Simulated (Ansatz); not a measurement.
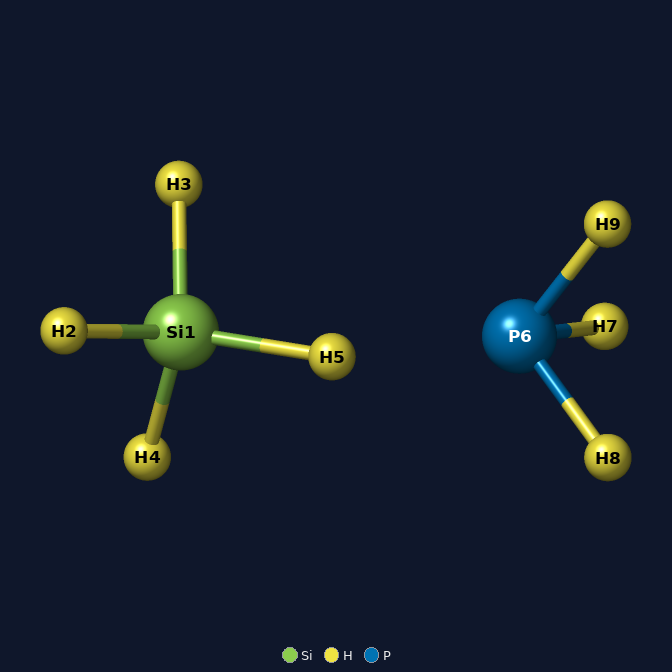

Harmonic vibrations computed with RKS PBE0-D4/def2-TZVP (Ansatz 0.2.0) at a stationary point of the same level.

Is this a minimum or a saddle point?

Answer. A minimum: no imaginary frequency, and the lowest mode lies at 28 cm⁻¹.

How many vibrational modes are there, and where do they lie?

Answer. 21 modes: 28, 36, 56, 61, 152, 173, 895, 907, 908, 966, 966, 1001, 1133, 1133, 2227, 2234, 2246, 2252, 2414, 2426, 2428 cm⁻¹.
